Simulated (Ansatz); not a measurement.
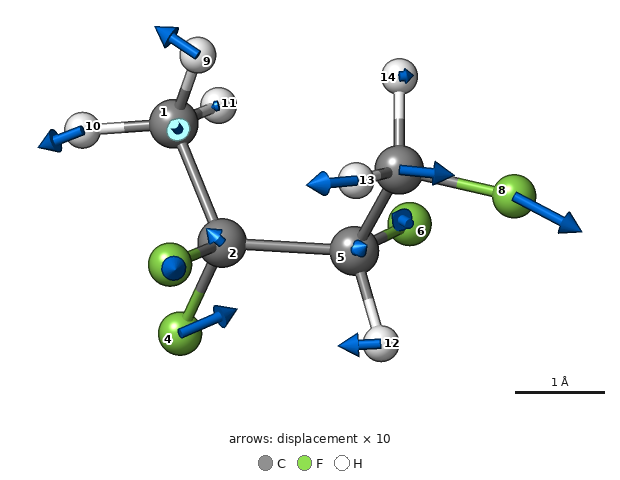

This is a relaxation of C$_{4}$H$_{6}$F$_{4}$ (coarse preliminary run). The starting structure is drawn; blue arrows show the displacements, 10 times their true length. The two geometries are superimposed by the best rigid fit.

A ball-and-stick model, seen at a tilt.

The start comes from a force field.

Computed with RKS PBE-D4/def2-SVP (Ansatz). Settings: force threshold 0.03 eV/Å; at most 200 steps.

What happened in the run?

The largest move after the best rigid fit is that of an F atom, 0.089 Å. Largest moves by element: F 0.089 Å, H 0.068 Å, C 0.064 Å. Among the contacts that change: C–H 1.013 → 1.111 Å, C–H 1.046 → 1.106 Å, C–F 1.329 → 1.383 Å, C–H 1.145 → 1.105 Å. Among the angles between lasting bonds that change: H–C–H 113.7° → 109.1°, C–C–H 113.5° → 109.2°, F–C–F 102.8° → 106.7°. The energy falls by 52.0 kJ/mol in 4 geometry steps. The largest force component goes from 3.8 to 0.016 eV/Å.
